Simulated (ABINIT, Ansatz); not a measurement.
# BaSrSn2O6 (P4/mmm): G0W0 with ABINIT, start to end

How does a plane-wave GW calculation on BaSrSn2O6 (P4/mmm) run from the first input to the gap?

Main program and level: ABINIT 10.8.3; LDA and many-body steps on it, plane waves.

### Step 1. The structure

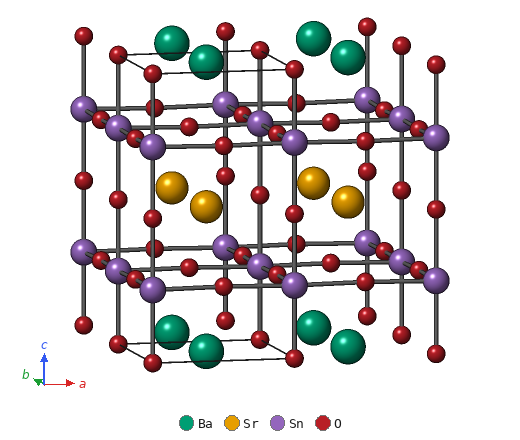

The cell as given, slightly off an axis (barium teal, strontium orange, tin purple, oxygen red). 2×2×1 cells are drawn. Some periodic images of atoms are drawn too.

The cell and positions are those that the Materials Project relaxed with its own functionals (PBE, PBE+U or r2SCAN), kept fixed. Spin-orbit coupling is left out unless a step names it.

### Step 2. Ground state

This step: ABINIT 10.8.3; DFT, LDA, plane waves, norm-conserving pseudopotentials.

The ground-state density comes first.

Contents of run.abi:

```
acell 3*1.0 Angstrom
rprim 
  4.146422000000 0.000000000000 0.000000000000
  0.000000000000 4.146422000000 0.000000000000
  0.000000000000 0.000000000000 8.294893000000
ntypat 4
znucl 56 38 50 8
natom 10
typat 1 2 3 3 4 4 4 4 4 4
xred 
  0.500000000000 0.500000000000 0.000000000000
  0.500000000000 0.500000000000 0.500000000000
  0.000000000000 0.000000000000 0.747206000000
  0.000000000000 0.000000000000 0.252794000000
  0.000000000000 0.000000000000 0.000000000000
  0.000000000000 0.000000000000 0.500000000000
  0.000000000000 0.500000000000 0.256664000000
  0.000000000000 0.500000000000 0.743336000000
  0.500000000000 0.000000000000 0.743336000000
  0.500000000000 0.000000000000 0.256664000000
pp_dirpath "pseudos"
pseudos "Ba.upf, Sr.upf, Sn.upf, O.upf"
ecut 42
ngkpt 6 6 4
nshiftk 1
shiftk 0 0 0
kptopt 1
chksymbreak 0
nband 59
occopt 1
tolvrs 1e-10
nstep 60
prtwf 0
optforces 0
optstress 0
indata_prefix "in"
outdata_prefix "out"
tmpdata_prefix "tmp"
```

On the command line:

```sh
$ OMP_NUM_THREADS=1 mpirun -n 4 abinit run.abi > log
```

Numbers of over 12 decimals in the logs are rounded to 6 here.

The log of the run:

```text
.Version 10.8.3 of ABINIT. v10.8.2 released Aug 2026.

 Symmetries : space group P4/m m m (#123); Bravais tP (primitive tetrag.)
================================================================================
 Values of the parameters that define the memory need of the present run
     intxc =       0    ionmov =       0      iscf =       7    lmnmax =       6
     lnmax =       6     mgfft =      96  mpssoang =       3    mqgrid =    4573
     natom =      10  nloc_mem =       1    nspden =       1   nspinor =       1
    nsppol =       1      nsym =      16    n1xccc =    2501    ntypat =       4
    occopt =       1   xclevel =       1
-    mband =          59        mffmem =           1         mkmem =           8
       mpw =       12544          nfft =      221184          nkpt =          30
================================================================================
  Rough estimation (10% accuracy) of disk space for files :
================================================================================

--------------------------------------------------------------------------------
------------- Echo of variables that govern the present computation ------------
--------------------------------------------------------------------------------
 -outvars: echo values of preprocessed input variables --------
            acell      1.8897261259E+00  1.8897261259E+00  1.8897261259E+00 Bohr

      chksymbreak           0
             ecut      4.20000000E+01 Hartree
-          fftalg         312

              ixc       -1012
              kpt      0.00000000E+00  0.00000000E+00  0.00000000E+00
                       1.66666667E-01  0.00000000E+00  0.00000000E+00
                       3.33333333E-01  0.00000000E+00  0.00000000E+00
                       5.00000000E-01  0.00000000E+00  0.00000000E+00
                       1.66666667E-01  1.66666667E-01  0.00000000E+00
                       3.33333333E-01  1.66666667E-01  0.00000000E+00
                       5.00000000E-01  1.66666667E-01  0.00000000E+00
                       3.33333333E-01  3.33333333E-01  0.00000000E+00
                       5.00000000E-01  3.33333333E-01  0.00000000E+00
   [... 19 further rows ...]
                       5.00000000E-01  3.33333333E-01  5.00000000E-01
                       5.00000000E-01  5.00000000E-01  5.00000000E-01
         kptrlatt        6    0    0      0    6    0      0    0    4
          kptrlen      4.70136119E+01
P           mkmem           8
            natom          10
            nband          59
            ngfft          48      48      96
             nkpt          30
            nstep          60
             nsym          16
           ntypat           4
              occ      2.000000  2.000000  2.000000  2.000000  2.000000  2.000000
                       2.000000  2.000000  2.000000  2.000000  2.000000  2.000000
                       2.000000  2.000000  2.000000  2.000000  2.000000  2.000000
                       2.000000  2.000000  2.000000  2.000000  2.000000  2.000000
                       2.000000  2.000000  2.000000  2.000000  2.000000  2.000000
                       2.000000  2.000000  2.000000  2.000000  2.000000  2.000000
                       2.000000  2.000000  2.000000  2.000000  2.000000  2.000000
                       2.000000  2.000000  2.000000  2.000000  2.000000  2.000000
                       2.000000  2.000000  0.000000  0.000000  0.000000  0.000000
                       0.000000  0.000000  0.000000  0.000000  0.000000
        optforces           0
        optstress           0
            prtwf           0
            rprim      4.1464220000E+00  0.0000000000E+00  0.0000000000E+00
[...]
spgroup         123

           tolvrs      1.00000000E-10

             xred      5.0000000000E-01  5.0000000000E-01  0.0000000000E+00
[...]
znucl       56.00000   38.00000   50.00000    8.00000

================================================================================

 chkinp: Checking input parameters for consistency.

================================================================================
== DATASET  1 ==================================================================
-   mpi_nproc: 4, omp_nthreads: 1 (-1 if OMP is not activated)

--- !DatasetInfo
iteration_state: {dtset: 1, }
dimensions: {natom: 10, nkpt: 30, mband: 59, nsppol: 1, nspinor: 1, nspden: 1, mpw: 12544, }
cutoff_energies: {ecut:  42.0, pawecutdg:  -1.0, }
electrons: {nelect:   1.00000000E+02, charge:   0.00000000E+00, occopt:   1.00000000E+00, tsmear:   1.00000000E-02, }

 Real(R)+Recip(G) space primitive vectors, cartesian coordinates (Bohr,Bohr^-1):
 R(1)=  7.8356020  0.0000000  0.0000000  G(1)=  0.1276226  0.0000000  0.0000000
 R(2)=  0.0000000  7.8356020  0.0000000  G(2)=  0.0000000  0.1276226  0.0000000
 R(3)=  0.0000000  0.0000000 15.6750760  G(3)=  0.0000000  0.0000000  0.0637955
 Unit cell volume ucvol=  9.6239729E+02 bohr^3
 Angles (23,13,12)=  9.00000000E+01  9.00000000E+01  9.00000000E+01 degrees

 getcut: wavevector=  0.0000  0.0000  0.0000  ngfft=  48  48  96
         ecut(hartree)=     42.000   => boxcut(ratio)=   2.09929

--- Pseudopotential description ------------------------------------------------
- Ba Generated using ONCVPSP code by D. R. Hamann
[...]
pspatm: atomic psp has been read  and splines computed

   1.30665313E+04                                ecore*ucvol(ha*bohr**3)
--------------------------------------------------------------------------------

_setup2: Arith. and geom. avg. npw (full set) are   12512.660   12512.643

================================================================================

--- !BeginCycle
iteration_state: {dtset: 1, }
solver: {iscf: 7, nstep: 60, nline: 4, wfoptalg: 0, }
tolerances: {tolvrs: 1.00E-10, }

     iter   Etot(hartree)      deltaE(h)  residm     vres2
 ETOT  1  -603.35303058226    -6.034E+02 2.646E-01 1.939E+03
 ETOT  2  -604.31313357723    -9.601E-01 1.587E-02 2.011E+03
 ETOT  3  -604.90256135122    -5.894E-01 2.154E-02 1.263E+02
 ETOT  4  -604.92850838283    -2.595E-02 4.516E-03 1.096E+01
 ETOT  5  -604.92940042956    -8.920E-04 2.451E-03 5.577E+00
 ETOT  6  -604.92975139895    -3.510E-04 1.488E-03 1.823E+00
 ETOT  7  -604.93003567900    -2.843E-04 2.322E-03 1.859E-01
 ETOT  8  -604.93003812446    -2.445E-06 1.514E-03 5.426E-02
 ETOT  9  -604.93004040246    -2.278E-06 2.788E-03 1.052E-02
 ETOT 10  -604.93004226286    -1.860E-06 6.779E-04 3.681E-04
 ETOT 11  -604.93004228193    -1.907E-08 1.667E-03 2.208E-06
 ETOT 12  -604.93004228231    -3.818E-10 3.835E-04 1.247E-07
 ETOT 13  -604.93004228229     2.092E-11 7.514E-04 1.639E-09
 ETOT 14  -604.93004228226     2.944E-11 2.477E-04 3.600E-10
 ETOT 15  -604.93004228228    -1.728E-11 3.030E-04 1.804E-11

 At SCF step   15       vres2   =  1.80E-11 < tolvrs=  1.00E-10 =>converged.

--- !ResultsGS
iteration_state: {dtset: 1, }
comment   : Summary of ground state results
lattice_vectors:
- [  7.8356020,   0.0000000,   0.0000000, ]
- [  0.0000000,   7.8356020,   0.0000000, ]
- [  0.0000000,   0.0000000,  15.6750760, ]
lattice_lengths: [   7.83560,    7.83560,   15.67508, ]
lattice_angles: [ 90.000,  90.000,  90.000, ] # degrees, (23, 13, 12)
lattice_volume:   9.6239729E+02
convergence: {deltae: -1.728E-11, res2:  1.804E-11, residm:  3.030E-04, diffor:  0.000E+00, }
etotal    :  -6.04930042E+02
entropy   :   0.00000000E+00
fermie    :   2.27723854E-01
cartesian_stress_tensor: null
pressure_GPa: null
xred      :
- [  5.0000E-01,   5.0000E-01,   0.0000E+00, Ba]
- [  5.0000E-01,   5.0000E-01,   5.0000E-01, Sr]
- [  0.0000E+00,   0.0000E+00,   7.4721E-01, Sn]
- [  0.0000E+00,   0.0000E+00,   2.5279E-01, Sn]
- [  0.0000E+00,   0.0000E+00,   0.0000E+00,  O]
- [  0.0000E+00,   0.0000E+00,   5.0000E-01,  O]
- [  0.0000E+00,   5.0000E-01,   2.5666E-01,  O]
- [  0.0000E+00,   5.0000E-01,   7.4334E-01,  O]
- [  5.0000E-01,   0.0000E+00,   7.4334E-01,  O]
- [  5.0000E-01,   0.0000E+00,   2.5666E-01,  O]
cartesian_forces: null
force_length_stats: {min: null, max: null, mean: null, }

 Integrated electronic density in atomic spheres:
 ------------------------------------------------
 Atom  Sphere_radius  Integrated_density
[...]
================================================================================

 ----iterations are completed or convergence reached----

 Mean square residual over all n,k,spin=   13.101E-07; max=  30.303E-05
 reduced coordinates (array xred) for   10 atoms
[...]
0.000000000000      0.500000000000      0.256664000000
       0.000000000000      0.500000000000      0.743336000000
       0.500000000000      0.000000000000      0.743336000000
       0.500000000000      0.000000000000      0.256664000000
 rms dE/dt=  0.0000E+00; max dE/dt=  0.0000E+00; dE/dt below (all hartree)
    1       0.000000000000      0.000000000000      0.000000000000
    2       0.000000000000      0.000000000000      0.000000000000
    3       0.000000000000      0.000000000000      0.000000000000
    4       0.000000000000      0.000000000000      0.000000000000
    5       0.000000000000      0.000000000000      0.000000000000
    6       0.000000000000      0.000000000000      0.000000000000
    7       0.000000000000      0.000000000000      0.000000000000
    8       0.000000000000      0.000000000000      0.000000000000
    9       0.000000000000      0.000000000000      0.000000000000
   10       0.000000000000      0.000000000000      0.000000000000

 cartesian coordinates (angstrom) at end:
[...]
6      0.000000     0.000000     4.147447
    7      0.000000     2.073211     2.129000
    8      0.000000     2.073211     6.165893
    9      2.073211     0.000000     6.165893
   10      2.073211     0.000000     2.129000
 length scales=  1.889726125908  1.889726125908  1.889726125908 bohr
              =  1.000000000000  1.000000000000  1.000000000000 angstroms
 prteigrs : about to open file out_EIG
 Fermi (or HOMO) energy (hartree) =   0.22772   Average Vxc (hartree)=  -0.42661
 Eigenvalues (hartree) for nkpt=  30  k points:
 kpt#   1, nband= 59, wtk=  0.00694, kpt=  0.0000  0.0000  0.0000 (reduced coord)
  -4.45739   -4.45739   -2.83775   -2.83775   -2.83775   -2.83775   -2.83775   -2.83775
  -0.97780   -0.69578   -0.52862   -0.52857   -0.52846   -0.51888   -0.50232   -0.50232
  -0.50165   -0.50165   -0.50164   -0.50164   -0.41468   -0.39614   -0.36653   -0.31560
  -0.31560   -0.30883   -0.30593   -0.30562   -0.30505   -0.14735   -0.14735   -0.14566
   0.05401    0.05401    0.05426    0.05426    0.05440    0.05478    0.13914    0.16621
   0.18568    0.18568    0.18593    0.18593    0.19068    0.19219    0.19219    0.20280
   0.20321    0.20321    0.24635    0.39375    0.40494    0.40778    0.45128    0.47377
   0.47670    0.48675    0.48783
 prteigrs : prtvol=0 or 1, do not print more k-points.

--- !EnergyTerms
iteration_state     : {dtset: 1, }
comment             : Components of total free energy in Hartree
kinetic             :  2.37611846446922E+02
hartree             :  1.98936878055778E+02
xc                  : -9.36341520108002E+01
Ewald energy        : -3.47929183257177E+02
psp_core            :  1.35770658388983E+01
local_psp           : -5.91886283579708E+02
non_local_psp       : -2.16062137761887E+01
total_energy        : -6.04930042282277E+02
total_energy_eV     : -1.64609850323407E+04
band_energy         : -6.73829111191370E+01

== END DATASET(S) ==============================================================
================================================================================

 -outvars: echo values of variables after computation  --------
           etotal     -6.0493004228E+02
            nband          59
             nkpt          30
          spgroup         123
 [... the other variables as echoed above ...]

 Calculation completed.
```

The job ended after 9 min (4 MPI ranks of Intel Xeon Platinum 8488C (Sapphire Rapids), shared host; peak memory 0.83 GiB; 36 min of CPU time).

Numbers from this step:

```
total energy               : -16460.9850 eV
gap                        : 0.5069 eV
k of the valence top       : 0.5, 0.5, 0
k of the conduction bottom : 0, 0, 0
least direct gap           : 1.174 eV
```

The gap is indirect, with the least direct gap 0.67 eV higher.

(Continued in part 2 of 3.)

[Paths, hosts, dates, memory and timing lines, banners, echoed tables and standing remarks are left out of the program output.]

[Logs are printed without paths, hosts, clocks, repeated set-up lines and the standing remarks that a program may print on its own settings, such as how far it seeks lower states.]

[Runs of the session that timed out or met a known fault of the program may be left out.]

[Hosts, paths, dates, database ids (printed as entryN), source tags and the programs' standing remarks are cut or masked in the printed files.]

[G0W0 gaps are taken among the corrected bands and points alone; a level outside them can change the order at an edge.]

[Where Ansatz stands beside ABINIT at settings called matched, ABINIT's density can come from a denser mesh and the files from another edition; pairs whose starting gaps differed by over 0.03 eV were left out, so agreement reads better than it is.]
